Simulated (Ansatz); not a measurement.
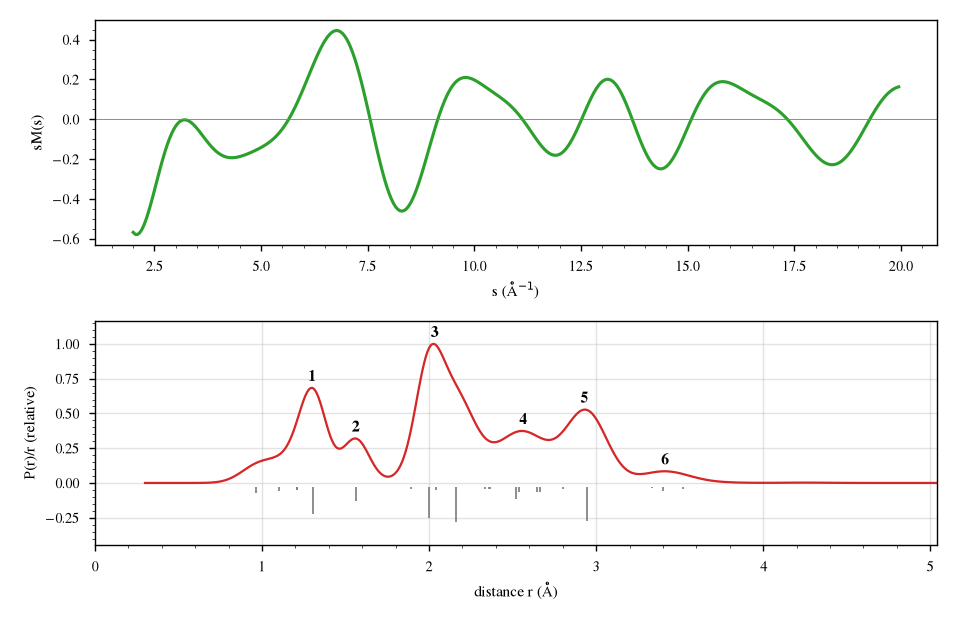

Simulated gas electron diffraction: reduced molecular intensity sM(s) from the Debye equation in the first Born approximation (top) and the radial distribution curve (bottom) of CH₄BClO. Each pair of atoms contributes with weight ZᵢZⱼ/r (bars below the curve); damping constant 0.002 Å²; vibrational amplitudes assumed, not computed: 0.05 Å for bonds, 0.078 Å for bonds to H, 0.06 + 0.015 r up to 0.15 Å for other pairs. The geometry is the end point of an optimisation (RKS PBE0-D4/def2-SVP in Ansatz 0.2.0); it may be a saddle point or a higher isomer.

### Assign the numbered peaks of the radial distribution curve (– bonded, ··· not bonded).

Peak 1, 1.30 Å: C–H 1.10 Å, B–H 1.21 Å (×2), O–C 1.31 Å, not resolved; in its flanks O–H 0.97 Å
Peak 2, 1.56 Å: C–B 1.56 Å
Peak 3, 2.03 Å: Cl–B 2.00 Å, Cl···C 2.16 Å, not resolved
Peak 4, 2.56 Å: O···B 2.52 Å, Cl···H 2.54–2.66 Å (×3), not resolved
Peak 5, 2.93 Å: Cl···O 2.94 Å
Peak 6, 3.41 Å: B···H 3.34 Å, Cl···H 3.40 Å, O···H 3.52 Å, not resolved
